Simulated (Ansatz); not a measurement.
## Single-point calculation, with input and output: C2H6ClIn (charge −1)

The run: single-point calculation of C2H6ClIn, charge −1, multiplicity 2. Method and program: UHF, rpa/def2-mTZVP (Ansatz 0.2.0).

Some settings of this run were made unusual or wrong on purpose. The geometry comes from this level: PBE0-D4/def2-TZVP.

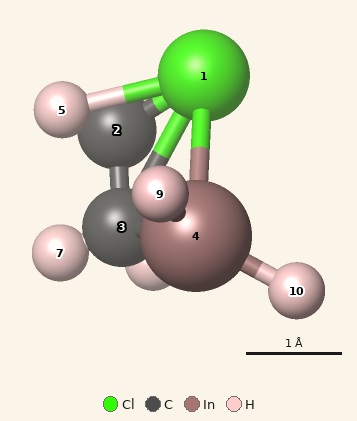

*The structure as given in the input (ball-and-stick view, seen at a tilt; atoms are numbered from 1 in the order of the input). Sticks mark near contacts.*

## Input file
```yaml
crystal:
  periodic: [false, false, false]
  atoms:
    - {symbol: Cl, position_ang: [-1.067756, 0.159619, -0.779892]}
    - {symbol: C, position_ang: [-0.562724, -0.597466, -0.111720]}
    - {symbol: C, position_ang: [0.427831, -0.375458, 0.112236]}
    - {symbol: In, position_ang: [0.428337, 1.095309, 0.167022]}
    - {symbol: H, position_ang: [-0.876915, -0.697363, 0.477068]}
    - {symbol: H, position_ang: [-0.555619, -1.159036, -0.439118]}
    - {symbol: H, position_ang: [0.626258, -0.762281, 0.664994]}
    - {symbol: H, position_ang: [0.914573, -0.673081, -0.427215]}
    - {symbol: H, position_ang: [-0.180547, 1.618514, 0.900424]}
    - {symbol: H, position_ang: [1.115414, 1.719967, -0.602899]}
basis:
  gaussian: {orbitals: def2-mTZVP}
total_charge: -1
magnetization: {spin_polarized: true, initial_magnetization: 1}
hamiltonian: {xc: {name: HF}}
correlation: {method: rpa}
```

Command:
```bash
ansatz run in.yaml --threads 4 --pin off --events-out ev --progress --plain --max-ram 10444MiB
```

## Log
```
Functional definition: HF
  name "HF"
  cite "Fock, Z. Phys. 61, 126 (1930) doi:10.1007/BF01340294"
  parent pbe
  exchange = exact_x
  correlation = 0
1188 factors; integrals over basis functions are off by at most 4.1e-4 eV
mean field evaluation 1: about -19716.2061 eV, gradient 5.1e1 eV
mean field evaluation 2: about -19716.2237 eV, gradient 5.1e1 eV
mean field evaluation 4: about -19724.7620 eV, gradient 3.5e0 eV
mean field evaluation 8: about -19724.8691 eV, gradient 2.0e-1 eV
mean field evaluation 16: about -19724.8825 eV, gradient 2.0e-6 eV
mean field evaluation 32: about -19724.1194 eV, gradient 3.1e0 eV
mean field -19724.88252377 eV, -724.8760627429 hartree, gradient 2.0e-6 eV, S^2 0.751226; 10 other end points of the search recorded, 0 dependent functions left out
11 core orbitals not correlated: weight in the atoms' cores, before any rotation towards them, 0.999 or more for the frozen orbitals, at most 0.001 for the correlated occupied ones
reference -19724.88252377 eV, -724.8760627429 hartree; 18, 17 occupied and 85, 86 virtual orbitals, 1188 factors
Total energy: -19743.26081217 eV, -725.5514523845 hartree
```

## What the run reported

- outcome: converged
- total energy: −19743.2608 eV
- mean-field energy: −19724.8825 eV
- ⟨S²⟩: 0.751
- SCF solution under orbital rotations: stable
- hardware: 4 threads of Arm Neoverse V2, 23 GiB of memory available, shared host
- wall time: 3.9 s (CPU time 14 s)
- peak memory: 0.47 GiB

## What went wrong

The input was spoiled on purpose: squeeze. The program still converged, but the numbers can't be taken as results for the intended system.
